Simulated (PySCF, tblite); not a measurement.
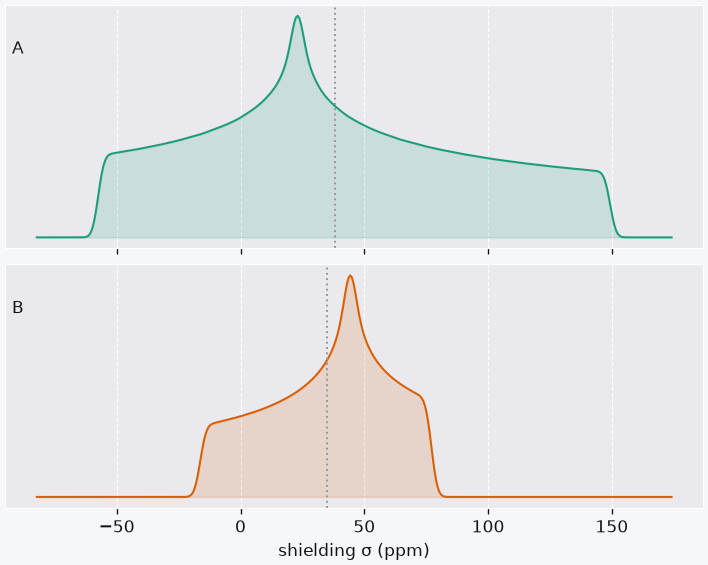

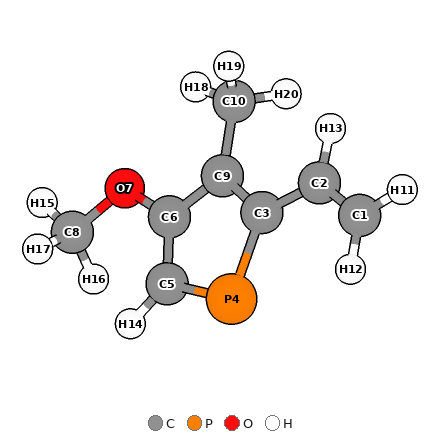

Static powder patterns (¹³C) from GIAO shielding tensors of C₈H₁₀OP⁻, SMILES C=Cc1[p-]cc(OC)c1C, PBE0/pcSseg-1 with PySCF, at a GFN2-xTB geometry (a minimum by its frequencies); absolute shielding, one fixed geometry of the isolated molecule without any motion, no dipolar terms. The dotted line is the isotropic value; skew is 3(σiso − σ22)/span.

The panels belong to C3 and C6. Which is which?

Answer. panel A: C3, σ11, σ22, σ33 = −58, 23, 149 ppm, isotropic 38, span 207 ppm, skew 0.22; panel B: C6, σ11, σ22, σ33 = −16, 44, 77 ppm, isotropic 35, span 93 ppm, skew −0.30.

Known limits of this run: the tight-binding geometry is rougher than a DFT one and adds to the error; an anion in a basis that has no diffuse functions; one conformer of a flexible molecule.
